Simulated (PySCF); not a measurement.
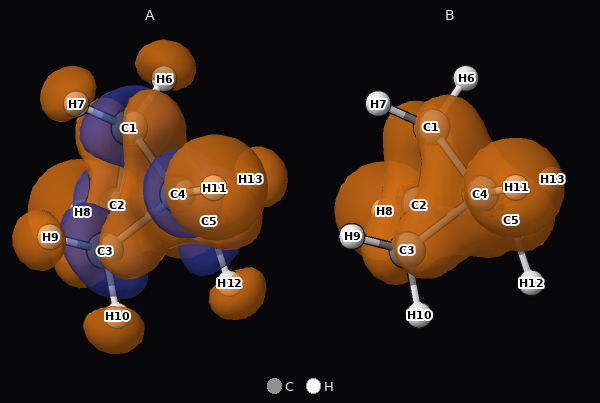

C₅H₈, SMILES `C1C2CC1C2`. The Fukui function f⁻ from two separate SCF calculations and the density of the HOMO, at ±0.02 e/Å³ (orange positive, blue negative).

Computed with PySCF, B3LYP/def2-SVP, geometry: GFN2-xTB. No frequency check shows the geometry to be a minimum.

Cartesian coordinates (Å):

```
C1      -0.3153   -1.1826   -0.0017
C2       0.0001   -0.0016    0.9297
C3      -0.8666    0.8643    0.0014
C4      -0.0001    0.0016   -0.9296
C5       1.1818    0.3182    0.0001
H6       0.3916   -2.0101   -0.0023
H7      -1.3402   -1.5484   -0.0018
H8       0.0004   -0.0040    2.0147
H9      -1.9366    0.6660    0.0006
H10     -0.6708    1.9349    0.0023
H11     -0.0002    0.0040   -2.0145
H12      1.5450    1.3441    0.0017
H13      2.0111   -0.3865   -0.0002
```

Which panel is which, and how good is the frozen-orbital picture?

Answer. A is f⁻ (it has negative regions), B the HOMO density. The HOMO lies on C2 and C4 (20 % each), H8 and H11 (14 % each) and C1, C3 and C5 (10 % each); f⁻ (Hirshfeld-condensed) is largest on H8 and H11 (0.15 each) and C2 and C4 (0.10 each); the vertical ionisation energy is 10.75 eV. Relaxation shifts 29 % of the electron between atoms. The orbital energy is −8.32 eV.
